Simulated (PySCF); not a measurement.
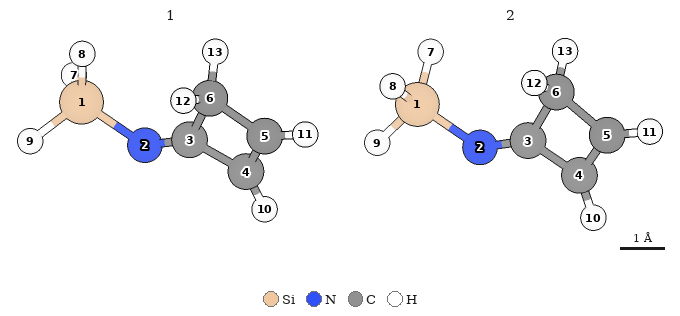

Two geometries of C₄H₇NSi, drawn at one scale. One is the start of a relaxation, the other its converged end. The picture is a ball-and-stick view, seen at a tilt.

The calculation used PBE0-D3(BJ)/def2-SVP geometry optimisation, gas phase (PySCF). 

Question: Which of the two is the end point?

Answer: Structure 1 is the relaxed one. The start comes from GFN2-xTB. Its atoms were then displaced at random by about 0.01 Å. H8 moves most after the best rigid fit: 1.06 Å. By element the largest moves are H 1.06 Å, N 0.29 Å, C 0.26 Å, Si 0.11 Å. Near-neighbour distances that change, for instance: Si1–H9 1.428 → 1.492 Å, C3–C4 1.418 → 1.477 Å, Si1–H7 1.449 → 1.492 Å, C6–H13 1.074 → 1.103 Å. Among the angles between lasting bonds that change: Si1–N2–C3 134.2° → 127.2°, N2–Si1–H9 103.6° → 108.4°, H7–Si1–H9 113.1° → 108.8°. Groups turn about Si1–N2 by about 55°. Over 11 geometry steps the energy falls by 6.22 kcal/mol.
